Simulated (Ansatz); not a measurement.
# ScInS3 in Amm2, a phase reached by a soft mode: a soft mode frozen in, part 3 of 3

Which phase does ScInS3 in Amm2, a phase reached by a soft mode fall into along its unstable mode, and how much energy does it gain?

Ansatz 0.2.0; DFT PBEsol, scalar-relativistic, plane waves, PAW; PAW set soft_1.

So far. Step 5 (Energy along the mode, all amplitudes (two of the runs …): The lowest of the steps tried is at 0.45 Å, 15.1 meV/atom below the parent; the bottom of the well need not coincide with a step. Step 7 (The new phase in its own primitive cell): The largest force component left is 0.87 meV/Å and the pressure is 0.000 GPa, within the tolerances set. The cell now holds 24.55 Å³/atom.

The structure was built from a prototype and need not be the compound's stable phase.

In doubt: the program warns that the response may not be converged on this k-mesh (step 8), which bears on the force constants and all frequencies.

**8. Modes of the new phase**

A relaxed structure may still be a saddle point, so its zone-centre modes are computed. The response to a homogeneous field gives the Born charges and the dielectric tensor.

The input, input.yaml:

```yaml
crystal:
  lattice:
    - [3.8443153739, 0.0, 0.0]
    - [0.0, 2.6351766741, 6.0593498816]
    - [0.0, -2.6351766741, 6.0593498816]
  atoms:
    - { symbol: Sc, position: [0.0, 0.3403717948, 0.3403717948] }
    - { symbol: In, position: [0.5, 0.0067376718, 0.0067376718] }
    - { symbol: S, position: [0.5, 0.4804892078, 0.4804892078] }
    - { symbol: S, position: [0.5, 0.2068906213, 0.2068906213] }
    - { symbol: S, position: [0.0, 0.8738228235, 0.8738228235] }
kpoints:
  mp_grid: { grid: [6, 6, 6] }
hamiltonian:
  xc: pbesol
  pseudopotentials: { kind: paw, azcp: { folder: soft_1 }, xc_functional: pbe }
scf:
  occupations: { method: fixed }
output:
  eigenvalues: true
phonons:
  method: dfpt
  dielectric: true
  rigid_motions: translations
```

On the command line:

```sh
ansatz run input.yaml --threads 4 --pin off --max-ram 16384MiB --backend cpu --events-out ev --progress --plain --runs-dir out
```

Numbers of over 12 decimals in the logs are rounded to 6 here.

The log of the run:

```text
[...]
Crystal: 5 atoms, lattice volume = 122.768 Å³
Basis set: ecut = 420 eV, 2373 PW (Γ), exchange–correlation on 54×90×90 points (8 copies of the dense FFT grid, shifted against one another)
Bands: 26, of which v1, the nominal top of the filled ones, is band 21 counted from 1 (20 counted from 0)
Symmetry: 4 space group operations
k-points: 112 of 216 (irreducible under 1 space group operation, time reversal used)
[...]
SCF iter   1: F=—  HF=-10298.373549 eV  |F-HF|=—  |Δ(HF+E_count)|=         —  Δρ=3.70e-2  dr2=3.92e0  ethr=3.10e-3  ⟨swp⟩=4.9  Hψ=12322  notcnv=0  defer=238
[...]
SCF iter  13: F=-10297.469058 eV  HF=-10297.469058 eV  |F-HF|=5.46e-12  |Δ(HF+E_count)|=  1.02e-10  Δρ=1.24e-7  dr2=2.76e-11  ethr=1.00e-12  ⟨swp⟩=13.8  Hψ=21802  notcnv=0
SCF 1 converged in 13 iterations: F = -10297.469058 eV  dr2 = 2.76e-11
[...]
NSCF: frozen V_eff on 2 k-points
DFPT response loops at Γ: preconditioner auto → Resta (q_TF=auto, 2.282 Å⁻¹)  ε∞=6.2 (no band partly filled); β = 1.00, the filter's whole step (`scf.mixing.beta` (0.50) is not read by the response loops at its default; to damp them type it under 1.00, their step now; it binds the ground state too); Broyden in place of MSR1
[...]
Bands: 22, of which v1, the nominal top of the filled ones, is band 21 counted from 1 (20 counted from 0)
k-points: 100 of 640 (time reversal used)
[...]
Eigensolver: Dense (100 Hₖ)
SCF iter   1: F=—  HF=-10297.454521 eV  |F-HF|=—  |Δ(HF+E_count)|=         —  Δρ=1.22e-4  dr2=5.15e-6  ethr=1.00e-1
[...]
SCF iter   4: F=-10297.454528 eV  HF=-10297.454528 eV  |F-HF|=8.40e-9  |Δ(HF+E_count)|=   1.25e-8  Δρ=2.87e-6  dr2=1.19e-8  ethr=6.43e-10
SCF 1 converged in 4 iterations: F = -10297.454528 eV  dr2 = 1.19e-8
[...]
SCF converged after 13 iterations
Free energy (F): -10297.469058 eV
[...]
Internal energy: -10297.469058 eV  (E = F + TS)
E sigma→0 (E₀):  -10297.469058 eV
Fermi energy:    5.072165 eV
[...]
--- Band table (eV; the first three rows and the last of 112) ---
  k-point 0: bands = [... 17 lower, 3.5620, 4.9353, 4.9410, 5.0722, 6.6358, 7.7609, 7.9650, 8.4230, ... 1 higher]
  k-point 1: bands = [... 17 lower, 3.7055, 4.3750, 4.9223, 4.9513, 6.9354, 7.9234, 7.9395, 8.4475, ... 1 higher]
  k-point 2: bands = [... 17 lower, 3.5893, 4.4377, 4.7243, 4.8077, 7.2210, 7.9056, 8.2680, 9.0415, ... 1 higher]
  k-point 111: bands = [... 17 lower, 3.0637, 3.7931, 4.1463, 4.6579, 7.5745, 7.6513, 7.7499, 8.3206, ... 1 higher]
[...]
ASR residual: 1.073e-4 → 0.000e0 eV/Å²; symmetrization residual: 4.447e-6 eV/Å²
  ASR residual per site (eV/Å²): 1.07e-4 4.52e-5 3.92e-5 8.68e-5 7.55e-6
[...]
ε∞ (high-frequency dielectric tensor):
        7.166352    -0.000000    -0.000000
       -0.000000     7.208691    -0.000000
       -0.000000    -0.000000     7.588014
  ε⁰ (static dielectric tensor: ions relaxed, cell fixed):
       15.823732    -0.000000    -0.000000
       -0.000000    38.399950    -0.000000
       -0.000000    -0.000000    11.221229
  ε⁰ − ε∞ (ionic part):
        8.657380    -0.000000    -0.000000
       -0.000000    31.191259    -0.000000
       -0.000000    -0.000000     3.633215
[...]
Born effective charges Z* (e; rows j = field, columns β = displacement):
    site 0:
         5.12824   -0.00000   -0.00000
        -0.00000    3.60956   -0.00000
        -0.00000   -0.00000    3.21296
    site 1:
         2.75213   -0.00000   -0.00000
        -0.00000    4.34393    0.00000
        -0.00000   -0.00000    3.14073
    site 2:
        -2.59593    0.00000    0.00000
         0.00000   -3.30251    0.00000
         0.00000   -0.00000   -2.25892
    site 3:
        -3.01440   -0.00000    0.00000
         0.00000   -1.15748   -0.00000
         0.00000   -0.00000   -2.98110
    site 4:
        -2.27005    0.00000    0.00000
         0.00000   -3.49350    0.00000
         0.00000    0.00000   -1.11367
  Z* charge neutrality: 3.809e-3 e pre-enforcement
[...]
optical modes at Γ without the LO–TO term, one row a degenerate level:
      ω (cm⁻¹)  modes    IR ((D/Å)²/amu)
         56.39      1             3.5906
         72.24      1             0.0661
         99.02      1             1.3827
        168.90      1             0.7812
        201.92      1             0.4816
        209.59      1            23.0365
        249.34      1            28.8965
        262.73      1             2.0929
        271.85      1             0.6704
        281.28      1             7.0521
        309.57      1             0.0632
        365.31      1             8.3132
  optical modes at Γ + LO–TO along q̂ = [1.0000, 0.0000, 0.0000]:
      ω (cm⁻¹)  modes    IR ((D/Å)²/amu)
         56.39      1             3.5906
         72.73      1             0.0126
         99.02      1             1.3827
        168.90      1             0.7812
[...]
optical modes at Γ + LO–TO along q̂ = [0.0000, 1.0000, 0.0000]:
      ω (cm⁻¹)  modes    IR ((D/Å)²/amu)
[...]
optical modes at Γ + LO–TO along q̂ = [0.0000, 0.0000, 1.0000]:
      ω (cm⁻¹)  modes    IR ((D/Å)²/amu)
         56.39      1             3.5906
         72.24      1             0.0661
         99.02      1             1.3827
        172.11      1             0.2914
        201.92      1             0.4816
        209.59      1            23.0365
        249.34      1            28.8965
        265.61      1             0.1908
        271.85      1             0.6704
        303.76      1             3.8341
        309.57      1             0.0632
        399.30      1            13.9230
```

Elapsed: 3.8 min, on 4 threads of Arm Neoverse V2, shared host; peak memory 1.9 GiB.

This step gave:

| Quantity | Value |
| --- | --- |
| sum-rule residual before enforcement | 1.07e-4 eV/Å² |
| miss of the charge sum rule | 0.003809 e |
| estimated error of the dielectric tensor | 0.02639 |
| estimated error of the Born charges | 0.02247 e |
| highest optical mode at the zone centre (no LO-TO term) | 365.3 cm⁻¹ |
| lowest optical zone-centre mode | 56.39 cm⁻¹ |
| mean high-frequency dielectric constant | 7.321 |
| largest Born charge (third of the trace) | 3.984 e |
| mean static dielectric constant | 21.81 |
| top of the zone-centre spectrum with the field | 399.3 cm⁻¹ |

Patterns of degenerate modes are one choice out of their space. Modes at Γ, with each element's share of the kinetic energy:

| mode | frequency (cm⁻¹) | symmetry | Sc % | In % | S % |
| --- | --- | --- | --- | --- | --- |
| 1 | 0.0 | acoustic | 18 | 45 | 38 |
| 2 | 0.0 | acoustic | 18 | 45 | 38 |
| 3 | 0.0 | acoustic | 18 | 45 | 38 |
| 4 | 56.4 | B2 | 16 | 49 | 35 |
| 5 | 72.2 | B1 | 28 | 39 | 33 |
| 6 | 99.0 | B2 | 33 | 1 | 66 |
| 7 | 168.9 | A1 | 19 | 23 | 58 |
| 8 | 201.9 | B1 | 2 | 0 | 98 |
| 9 | 209.6 | B2 | 30 | 3 | 68 |
| 10 | 249.3 | B1 | 41 | 6 | 53 |
| 11 | 262.7 | A1 | 0 | 22 | 78 |
| 12 | 271.9 | B1 | 12 | 10 | 78 |
| 13 | 281.3 | A1 | 58 | 3 | 39 |
| 14 | 309.6 | B2 | 5 | 2 | 94 |
| 15 | 365.3 | A1 | 5 | 7 | 88 |

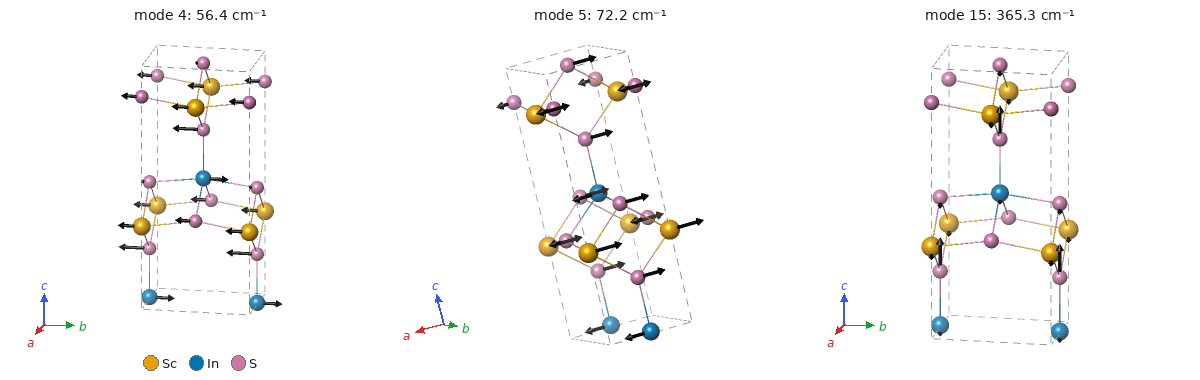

Displacement patterns of modes 4, 5 and 15 at Γ; arrows are exaggerated. Some periodic images of atoms are drawn too.

Optical modes at the zone centre, without and with the macroscopic field of the longitudinal modes; each column is sorted by frequency, so a row need not hold one and the same mode. Modes with and without the field, by row:

| rank among optical modes | no field (cm⁻¹) | q along (1, 0, 0) (cm⁻¹) | q along (0, 1, 0) (cm⁻¹) | q along (0, 0, 1) (cm⁻¹) |
| --- | --- | --- | --- | --- |
| 1 | 56.4 | 56.4 | 72.2 | 56.4 |
| 2 | 72.2 | 72.7 | 76.2 | 72.2 |
| 3 | 99 | 99 | 108.4 | 99 |
| 4 | 168.9 | 168.9 | 168.9 | 172.1 |
| 5 | 201.9 | 202.6 | 201.9 | 201.9 |
| 6 | 209.6 | 209.6 | 249.3 | 209.6 |
| 7 | 249.3 | 262.7 | 262.7 | 249.3 |
| 8 | 262.7 | 271.3 | 271.9 | 265.6 |
| 9 | 271.9 | 281.3 | 281.3 | 271.9 |
| 10 | 281.3 | 309.6 | 308.4 | 303.8 |
| 11 | 309.6 | 365.3 | 328.2 | 309.6 |
| 12 | 365.3 | 367.6 | 365.3 | 399.3 |

Born charge (rows field, columns displacement) (e), principal values of the symmetric part by kind of site:

| atom | atoms with these values | low | middle | high | mean |
| --- | --- | --- | --- | --- | --- |
| Sc1 | 1 | 3.21 | 3.61 | 5.13 | 3.98 |
| In2 | 1 | 2.75 | 3.14 | 4.34 | 3.41 |
| S3 | 1 | -3.30 | -2.60 | -2.26 | -2.72 |
| S4 | 1 | -3.01 | -2.98 | -1.16 | -2.38 |
| S5 | 1 | -3.49 | -2.27 | -1.11 | -2.29 |

In full for S3:

```
-2.60  0.00  0.00
 0.00 -3.30  0.00
 0.00  0.00 -2.26
```

High-frequency dielectric tensor:

```
7.17 0.00 0.00
0.00 7.21 0.00
0.00 0.00 7.59
```

Static dielectric tensor (ions relaxed, fixed cell):

```
15.82  0.00  0.00
 0.00 38.40  0.00
 0.00  0.00 11.22
```

Transverse modes. Lines of the infrared spectrum (strongest = 100):

| position (cm⁻¹) | label | relative intensity |
| --- | --- | --- |
| 56 | B2 | 12 |
| 72 | B1 | 0.2 |
| 99 | B2 | 4.8 |
| 169 | A1 | 2.7 |
| 202 | B1 | 1.7 |
| 210 | B2 | 80 |
| 249 | B1 | 100 |
| 263 | A1 | 7.2 |
| 272 | B1 | 2.3 |
| 281 | A1 | 24 |
| 310 | B2 | 0.2 |
| 365 | A1 | 29 |

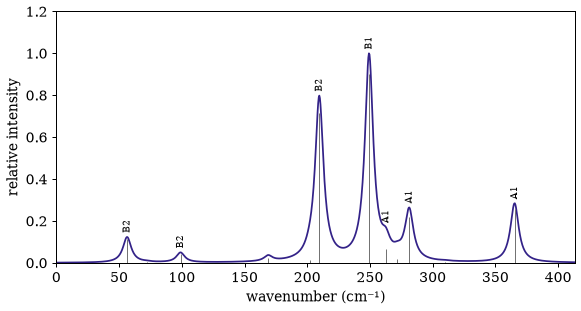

The infrared spectrum, broadened with Lorentzians of width 8 cm⁻¹; bars mark the lines.

Before it was imposed, the acoustic sum rule was missed by 1.1e-4 eV/Å² and the charge sum rule by 0.0038 e. Small misses are needed for a sound result but don't prove that mesh and cutoff are converged. The lowest optical mode is real, 56.4 cm⁻¹.

The log warns of the k mesh: “the force constants stand on the 6×6×6 k-mesh, whose period is 11.23 times the interband length at k = (0.0000, 0.0000, 0.0000), direct gap 1.564 eV, under 14: take them and everything formed from them as unconverged”.

**9. The phases reached**

The phases reached along the modes that were followed are set side by side.

Energies are those of the first relaxation, on the mesh of the frozen mode; space group, volume and gap are those of the last relaxation. Phases, by row:

| mode frozen in | space group | energy from parent (meV/atom) | volume (Å³/atom) | gap on mesh (eV) | lowest zone-centre optical mode (cm⁻¹) | largest shift (Å) |
| --- | --- | --- | --- | --- | --- | --- |
| parent | Amm2 | 0 | 31.28 | 1.401 | – | – |
| q = (0, 0, 0), 70i cm⁻¹ | Amm2 | -110 | 24.55 | 1.564 | 56.4 | 1.04 |

**10. Outcome**

| Item | Value |
| --- | --- |
| unstable mode of the parent | q = (0, 0, 0), 70i cm⁻¹ |
| depth at the lowest point sampled | 15.1 meV/atom |
| largest atomic shift at that point | 0.45 Å |
| space group reached (within 0.01 Å) | Amm2 |
| energy gained over the parent (first relaxation, on the mesh of the frozen mode) | 110 meV/atom |
| volume per atom, phase reached | 24.6 Å³ |
| gap on the k-mesh, phase reached | 1.56 eV |
| lowest optical zone-centre mode, phase reached | 56.4 cm⁻¹ |
| highest optical mode at the zone centre (no LO-TO term), phase reached | 365 cm⁻¹ |

**Reading.** Along this mode the structure falls into Amm2, 110 meV/atom below the parent. At the parent's cell the well is 15.13 meV/atom deep on the steps tried, with its lowest point at a shift of 0.45 Å. Relaxing atoms and cell changes the gain by +94.82 meV/atom against the lowest step (energies at zero smearing). Most of the total comes from this relaxation. The end point has the space group of the parent. The new phase has no imaginary mode at the zone centre of its cell; other wavevectors were not checked. Each path keeps the symmetry of its pattern, so a lower phase may lie along a pattern not tried. With the field response the log warns that the k mesh is coarse for the force constants too, so the frequencies may not be converged. The PAW files were made for PBE and serve the other functionals too. The starting cell was built on a prototype and not taken from a measurement, so the phase need not exist.

[Logs are printed without paths, hosts, clocks, repeated set-up lines and the standing remarks that a program may print on its own settings, such as how far it seeks lower states.]

[Hosts, paths, dates, database ids (printed as entryN), source tags and the programs' standing remarks are cut or masked in the printed files.]
